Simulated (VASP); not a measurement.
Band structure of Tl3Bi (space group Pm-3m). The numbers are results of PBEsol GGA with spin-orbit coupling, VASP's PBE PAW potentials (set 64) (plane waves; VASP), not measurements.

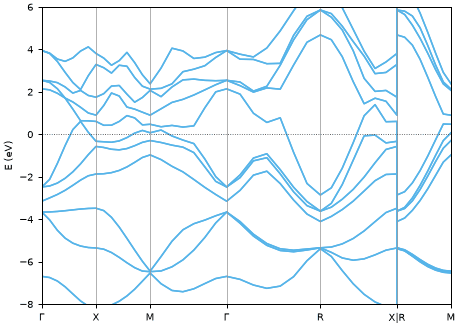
Bands along high-symmetry lines, zero at the valence-band maximum or, without a gap, the Fermi level

Problem. Read the plot: is there a gap, and where are the band edges?

Solution. It has no gap at this level: it comes out as a metal or semimetal.

The structure comes from a computed database's Tl3Bi entry (Pm-3m); how it stands against other phases isn't given here. It was relaxed first, which changed the volume by -5 %.
